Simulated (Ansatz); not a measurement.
```sh
ansatz run in.yaml --threads 4 --pin off --events-out ev --progress --plain --max-ram 10444MiB
```

```yaml
crystal:
  periodic: [false, false, false]
  atoms:
    - {symbol: O, position_ang: [-1.142448, -1.394801, 0.849308]}
    - {symbol: C, position_ang: [-0.439735, -0.560983, 0.311827]}
    - {symbol: Si, position_ang: [0.130069, -0.781639, -1.528445]}
    - {symbol: Si, position_ang: [0.057713, 0.949179, 1.391231]}
    - {symbol: F, position_ang: [1.559688, 1.345679, 1.059171]}
    - {symbol: F, position_ang: [-0.857456, 2.177030, 0.974717]}
    - {symbol: H, position_ang: [0.051191, 0.538014, -2.206977]}
    - {symbol: H, position_ang: [-0.732823, -1.790301, -2.186594]}
    - {symbol: H, position_ang: [1.548069, -1.225161, -1.495806]}
    - {symbol: H, position_ang: [-0.091168, 0.691882, 2.834568]}
basis:
  gaussian: {orbitals: def2-TZVPP}
hamiltonian: {xc: {name: wB97M-V}}
output: {forces: true, orbitals: {seedname: orbitals}}
```

Describe the molecule in this file.

Formula CH4F2OSi2. As SMILES it reads `O=C([SiH3])[SiH](F)F`. It has no ring. Among its groups: Si–H bond. This geometry has C1 symmetry. Coordination: 1 C trigonal planar; 2 Si tetrahedral.

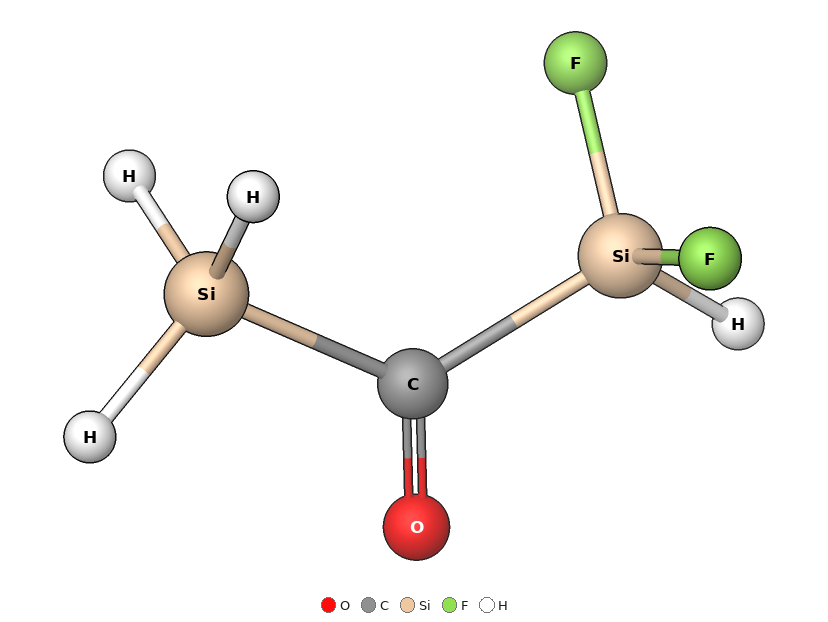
